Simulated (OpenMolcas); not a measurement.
Energy and gradient calculation, with input and output: C$_{2}$H$_{4}$Si (part 3 of 3)

The same run, continued: C$_{2}$H$_{4}$Si, multiplicity 3, SMILES C=C[SiH]; B3LYP/6-31G*, UKS (OpenMolcas 26.06). The geometry comes from this level: GFN2-xTB.

Geometry of the input (Å):
```
C  -0.6649  0.4032  -0.6615
C  -0.0436  0.3938  0.5349
Si 1.2105  -0.8432  1.0340
H  -0.4582  -0.3336  -1.4200
H  -1.3967  1.1534  -0.9102
H  -0.2972  1.1644  1.2527
H  1.6502  -1.9380  0.1700
```

Output, continued:
```
      Basis set list:
        1 C1     1s                 13 C1     d020               25 C2     d200               37 SI3    2px                49 SI3    d002
        2 C1     1s                 14 C1     d011               26 C2     d110               38 SI3    2py                50 H4     1s
        3 C1     1s                 15 C1     d002               27 C2     d101               39 SI3    2py                51 H4     1s
        4 C1     2px                16 C2     1s                 28 C2     d020               40 SI3    2py                52 H5     1s
        5 C1     2px                17 C2     1s                 29 C2     d011               41 SI3    2pz                53 H5     1s
        6 C1     2py                18 C2     1s                 30 C2     d002               42 SI3    2pz                54 H6     1s
        7 C1     2py                19 C2     2px                31 SI3    1s                 43 SI3    2pz                55 H6     1s
        8 C1     2pz                20 C2     2px                32 SI3    1s                 44 SI3    d200               56 H7     1s
        9 C1     2pz                21 C2     2py                33 SI3    1s                 45 SI3    d110               57 H7     1s
       10 C1     d200               22 C2     2py                34 SI3    1s                 46 SI3    d101
       11 C1     d110               23 C2     2pz                35 SI3    2px                47 SI3    d020
       12 C1     d101               24 C2     2pz                36 SI3    2px                48 SI3    d011

  Index Energy  Occupation Coefficients ...

    1  -66.1316    2.0000         31 SI3    1s     ( 0.997),

    2  -10.1916    2.0000         16 C2     1s     ( 0.940),

    3  -10.1842    2.0000          1 C1     1s     (-0.940),

    4   -5.1391    2.0000         32 SI3    1s     (-0.982),

    5   -3.6561    2.0000         35 SI3    2px    ( 0.545),    38 SI3    2py    (-0.803),

    6   -3.6425    2.0000         35 SI3    2px    ( 0.717),    38 SI3    2py    ( 0.579),    41 SI3    2pz    (-0.368),

    7   -3.7495    2.0000         41 SI3    2pz    (-0.854),

    8   -0.5757    2.0000         17 C2     1s     ( 0.266),    18 C2     1s     ( 0.212),    21 C2     2py    ( 0.223),    23 C2     2pz    ( 0.239),
                                  54 H6     1s     ( 0.307),    55 H6     1s     ( 0.203),

    9   -0.4514    2.0000          4 C1     2px    (-0.235),     6 C1     2py    ( 0.351),    50 H4     1s     (-0.198),    52 H5     1s     ( 0.254),
                                  53 H5     1s     ( 0.190),

   10   -0.4283    2.0000          4 C1     2px    (-0.181),     8 C1     2pz    (-0.340),    19 C2     2px    ( 0.180),    23 C2     2pz    ( 0.271),
                                  39 SI3    2py    ( 0.205),

   11   -0.4498    1.9999          8 C1     2pz    (-0.226),    17 C2     1s     (-0.244),    18 C2     1s     (-0.247),    21 C2     2py    ( 0.168),
                                  36 SI3    2px    ( 0.184),    39 SI3    2py    (-0.256),    50 H4     1s     ( 0.142),    51 H4     1s     ( 0.155),
                                  56 H7     1s     ( 0.210),    57 H7     1s     ( 0.223),

   12   -0.7051    1.9999          2 C1     1s     ( 0.386),     3 C1     1s     ( 0.321),

   13   -0.4791    1.9994         33 SI3    1s     ( 0.572),

   14   -0.2894    1.9928          4 C1     2px    ( 0.258),     5 C1     2px    ( 0.177),     6 C1     2py    ( 0.208),    19 C2     2px    ( 0.290),
                                  20 C2     2px    ( 0.198),    21 C2     2py    ( 0.234),    22 C2     2py    ( 0.160),    23 C2     2pz    (-0.149),

   15   -0.1799    1.0000         33 SI3    1s     ( 0.326),    34 SI3    1s     ( 0.394),    42 SI3    2pz    ( 0.479),

   16   -0.1197    1.0000         36 SI3    2px    ( 0.425),    37 SI3    2px    ( 0.316),    39 SI3    2py    ( 0.343),    40 SI3    2py    ( 0.255),
                                  42 SI3    2pz    (-0.218),

   17    0.0439    0.0072          4 C1     2px    ( 0.380),     5 C1     2px    ( 0.276),     6 C1     2py    ( 0.306),     7 C1     2py    ( 0.223),
                                   8 C1     2pz    (-0.195),    19 C2     2px    (-0.345),    20 C2     2px    (-0.389),    21 C2     2py    (-0.278),
                                  22 C2     2py    (-0.314),    24 C2     2pz    ( 0.199),    36 SI3    2px    ( 0.289),    39 SI3    2py    ( 0.233),

   18    0.2991    0.0006          3 C1     1s     ( 0.881),    24 C2     2pz    ( 0.623),    37 SI3    2px    ( 0.449),    43 SI3    2pz    ( 0.673),
                                  45 SI3    d110   (-0.517),

   19    0.5749    0.0001          3 C1     1s     (-1.470),    18 C2     1s     ( 0.845),

   20    0.4625    0.0001          3 C1     1s     (-0.539),    18 C2     1s     (-0.773),    24 C2     2pz    (-0.501),    33 SI3    1s     ( 0.497),
                                  36 SI3    2px    (-0.549),    51 H4     1s     ( 0.869),    55 H6     1s     ( 0.617),

   21    0.6283    0.0000          8 C1     2pz    ( 0.616),    24 C2     2pz    ( 1.164),    57 H7     1s     (-0.896),

   22    0.4076    0.0000          3 C1     1s     (-0.536),     6 C1     2py    (-0.613),     7 C1     2py    (-0.671),     9 C1     2pz    (-0.505),
                                  20 C2     2px    (-0.550),    51 H4     1s     (-0.882),    53 H5     1s     ( 0.808),

   23    0.7705    0.0000         18 C2     1s     (-0.638),    24 C2     2pz    (-0.382),    33 SI3    1s     (-0.758),    34 SI3    1s     (-0.484),
                                  42 SI3    2pz    ( 0.707),    55 H6     1s     ( 0.380),    56 H7     1s     ( 0.399),    57 H7     1s     ( 0.506),

   24    1.3371    0.0000         33 SI3    1s     ( 4.276),

   25    0.5777    0.0000         36 SI3    2px    ( 0.274),    37 SI3    2px    (-0.351),    40 SI3    2py    (-0.283),    44 SI3    d200   ( 0.283),
                                  45 SI3    d110   ( 0.271),    46 SI3    d101   ( 0.472),    48 SI3    d011   ( 0.477),    49 SI3    d002   (-0.317),

   26    0.8740    0.0000         33 SI3    1s     ( 3.125),

   27    1.4037    0.0000         33 SI3    1s     ( 4.549),

   28    2.8290    0.0000          2 C1     1s     (-3.086),     3 C1     1s     ( 2.294),

   29    2.3177    0.0000         17 C2     1s     ( 2.113),    18 C2     1s     (-2.539),

   30    0.8410    0.0000         33 SI3    1s     (-4.246),    34 SI3    1s     ( 2.938),

   31    0.3742    0.0000         18 C2     1s     ( 1.307),    37 SI3    2px    ( 0.895),    40 SI3    2py    (-1.482),    57 H7     1s     (-1.406),

   32    0.3998    0.0000         18 C2     1s     ( 0.964),    22 C2     2py    ( 1.077),    55 H6     1s     (-1.781),

   33    0.3984    0.0000          4 C1     2px    (-0.401),     5 C1     2px    ( 0.558),     7 C1     2py    ( 0.450),    20 C2     2px    (-0.391),
                                  36 SI3    2px    (-0.562),    37 SI3    2px    ( 0.686),    39 SI3    2py    (-0.453),    40 SI3    2py    ( 0.554),
                                  43 SI3    2pz    (-0.352),

   34    0.6289    0.0000          2 C1     1s     ( 0.635),     5 C1     2px    (-0.713),     9 C1     2pz    (-0.799),    22 C2     2py    (-0.575),
                                  24 C2     2pz    (-1.068),    33 SI3    1s     (-0.927),    51 H4     1s     (-0.574),    53 H5     1s     (-0.973),
                                  55 H6     1s     ( 0.683),    57 H7     1s     (-0.594),

   35    0.7255    0.0000          3 C1     1s     (-0.658),     5 C1     2px    (-0.884),     9 C1     2pz    (-1.132),    18 C2     1s     ( 1.247),
                                  22 C2     2py    (-0.700),    24 C2     2pz    (-1.093),    33 SI3    1s     ( 0.748),    51 H4     1s     (-0.784),
                                  53 H5     1s     (-1.118),    55 H6     1s     ( 0.916),

   36    1.4484    0.0000          3 C1     1s     ( 3.440),    18 C2     1s     (-2.483),    24 C2     2pz    ( 1.806),

   37    0.6715    0.0000          3 C1     1s     ( 1.731),     5 C1     2px    ( 0.929),    24 C2     2pz    ( 1.250),    51 H4     1s     (-1.418),

   38    0.8500    0.0000          5 C1     2px    (-1.043),     7 C1     2py    ( 1.479),    51 H4     1s     ( 1.624),    53 H5     1s     (-1.477),
                                  55 H6     1s     ( 1.225),

   39    0.4851    0.0000          4 C1     2px    (-0.460),     5 C1     2px    ( 0.626),     6 C1     2py    (-0.370),     7 C1     2py    ( 0.497),
                                   9 C1     2pz    (-0.317),    36 SI3    2px    ( 0.601),    37 SI3    2px    (-0.580),    39 SI3    2py    ( 0.488),
                                  40 SI3    2py    (-0.467),

   40    0.5653    0.0000          9 C1     2pz    (-1.919),    18 C2     1s     ( 1.455),

   41    1.1404    0.0000         18 C2     1s     ( 0.655),    24 C2     2pz    (-0.777),    40 SI3    2py    ( 0.765),    53 H5     1s     (-0.770),
                                  56 H7     1s     (-0.876),    57 H7     1s     ( 1.300),

   42    0.9015    0.0000          9 C1     2pz    (-0.679),    18 C2     1s     ( 1.091),    20 C2     2px    (-1.057),    22 C2     2py    ( 1.048),
                                  34 SI3    1s     ( 0.557),    51 H4     1s     (-0.704),

   43    0.5523    0.0000          4 C1     2px    (-0.373),     5 C1     2px    ( 0.296),     6 C1     2py    (-0.338),     7 C1     2py    ( 0.451),
                                  19 C2     2px    (-0.524),    20 C2     2px    ( 0.491),    21 C2     2py    (-0.415),

   44    1.5591    0.0000         18 C2     1s     ( 3.046),    24 C2     2pz    (-1.866),

   45    1.0260    0.0000         19 C2     2px    ( 0.458),    20 C2     2px    (-0.645),    21 C2     2py    ( 0.376),    22 C2     2py    (-0.580),
                                  24 C2     2pz    ( 0.363),

   46    1.0402    0.0000          7 C1     2py    (-0.933),    17 C2     1s     ( 0.943),    18 C2     1s     (-1.735),    55 H6     1s     ( 1.460),

   47    1.3316    0.0000          5 C1     2px    ( 0.771),     7 C1     2py    (-0.669),    18 C2     1s     (-0.927),    20 C2     2px    (-0.918),
                                  51 H4     1s     (-0.561),    55 H6     1s     ( 0.516),

   48    2.3106    0.0000          7 C1     2py    ( 0.241),    10 C1     d200   ( 0.246),    11 C1     d110   ( 0.313),    12 C1     d101   ( 0.421),
                                  14 C1     d011   ( 0.442),    15 C1     d002   (-0.241),    18 C2     1s     ( 0.263),    22 C2     2py    (-0.358),
                                  25 C2     d200   ( 0.331),    26 C2     d110   ( 0.270),    27 C2     d101   ( 0.468),    29 C2     d011   ( 0.398),
                                  30 C2     d002   (-0.290),

   49    1.6314    0.0000         12 C1     d101   ( 0.260),    20 C2     2px    (-0.250),    25 C2     d200   ( 0.238),    26 C2     d110   (-0.290),
                                  27 C2     d101   (-0.416),    28 C2     d020   (-0.388),

   50    1.7041    0.0000          3 C1     1s     (-1.931),    18 C2     1s     ( 1.057),    53 H5     1s     ( 1.054),

   51    1.8060    0.0000          3 C1     1s     ( 1.760),    18 C2     1s     (-1.490),    20 C2     2px    ( 1.133),    22 C2     2py    (-0.937),

   52    2.2776    0.0000          3 C1     1s     (-4.373),

   53    3.3071    0.0000          3 C1     1s     (-3.312),    18 C2     1s     ( 3.784),

   54    1.5811    0.0000         10 C1     d200   ( 0.247),    11 C1     d110   (-0.266),    12 C1     d101   (-0.377),    13 C1     d020   (-0.376),
                                  25 C2     d200   ( 0.234),    28 C2     d020   (-0.243),

   55    2.2915    0.0000          3 C1     1s     (-2.227),     9 C1     2pz    (-1.695),    18 C2     1s     ( 2.718),    24 C2     2pz    (-1.617),

--

++    Molecular properties:
      ---------------------

      Charge (e):
                      =   -0.0000
      Dipole Moment (debye):
      Origin of the operator (angstrom)=    0.4438   -0.2496    0.4731
                   X= -3.9275E-01               Y=  2.9869E-01               Z= -2.9873E-01           Total=  5.7681E-01
      Quadrupole Moment (debye*angstrom):
      Origin of the operator (angstrom)=    0.4438   -0.2496    0.4731
                  XX= -2.7154E+01              XY= -1.8321E+00              XZ=  9.3608E-01              YY= -2.6149E+01
                  YZ=  1.0839E+00              ZZ= -2.5575E+01
      In traceless form (debye*angstrom)
                  XX= -1.2915E+00              XY= -2.7482E+00              XZ=  1.4041E+00              YY=  2.1560E-01
                  YZ=  1.6259E+00              ZZ=  1.0758E+00
--

--- Stop Module: scf /rc=_RC_ALL_IS_WELL_ ---
--- Module scf spent 27 seconds ---

--- Start Module: alaska ---

                                              &ALASKA

                       available to each process: 1.9 GB of memory, 1 thread

                     Threshold for contributions to the gradient: 1.000E-07

                    ********************************************
                    * Symmetry Adapted Cartesian Displacements *
                    ********************************************

           Irreducible representation : a
           Basis function(s) of irrep: x, y, xy, Rz, z, xz, Ry, yz, Rx, I

 Basis Label        Type   Center Phase
   1   C1           x         1     1
   2   C1           y         1     1
   3   C1           z         1     1
   4   C2           x         2     1
   5   C2           y         2     1
   6   C2           z         2     1
   7   SI3          x         3     1
   8   SI3          y         3     1
   9   SI3          z         3     1
  10   H4           x         4     1
  11   H4           y         4     1
  12   H4           z         4     1
  13   H5           x         5     1
  14   H5           y         5     1
  15   H5           z         5     1
  16   H6           x         6     1
  17   H6           y         6     1
  18   H6           z         6     1
  19   H7           x         7     1
  20   H7           y         7     1
  21   H7           z         7     1

                     No automatic utilization of translational and rotational invariance of the energy is employed.

 DFT contribution computed for a moving grid.

 Conventional ERI gradients!

 **************************************************
 *              Molecular gradients               *
 **************************************************

  Irreducible representation: a
 ------------------------------------------------------------------------------------------
                              X                       Y                       Z
 ------------------------------------------------------------------------------------------
  C1               -7.91957438380564E-04    3.87730130799735E-05   -1.23786093414679E-03
  C2               -1.54956478499768E-03    3.49255790842928E-03    2.42327032267475E-03
  SI3              -1.44361894065526E-03   -7.70520151756049E-03   -1.49372093635005E-02
  H4               -7.47159760991878E-04    4.62894903723088E-03    5.72913616926041E-03
  H5                5.49285260739785E-03   -5.44569568938247E-03    2.06577052319723E-03
  H6                1.76531633222954E-04   -2.60156167734404E-03   -3.76738964639989E-03
  H7               -1.13708331562656E-03    7.59217892556086E-03    9.72428292890326E-03
 ------------------------------------------------------------------------------------------

--- Stop Module: alaska /rc=_RC_ALL_IS_WELL_ ---
--- Module alaska spent 4 seconds ---

.##################.
.# Happy landing! #.
.##################.

    Timing: Wall=32.48 User=28.98 System=3.48
```

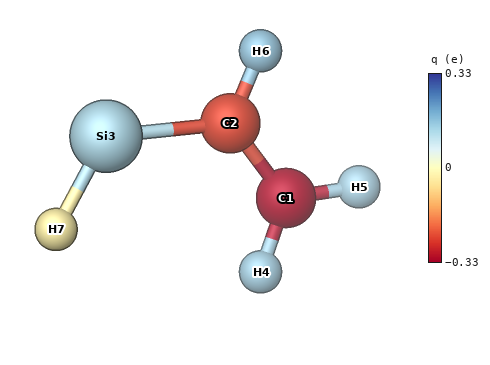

Fig. 1: Mulliken charges, as the colour of each atom (ball-and-stick view, seen at a tilt; atoms are numbered from 1 in the order of the input). By element: C −0.31 to −0.24, Si +0.12 and H −0.03 to +0.16 e.

Key numbers:

- outcome: converged
- total energy: −367.985014 hartree
- basis functions: 57
- largest force: 0.867 eV/Å
- ⟨S²⟩: 2.016
- dipole moment: 0.58 debye
- hardware: 1 thread of Arm Neoverse V2, 24 GiB of memory available, shared host
- wall time: 33 s
- peak memory: 0.39 GiB
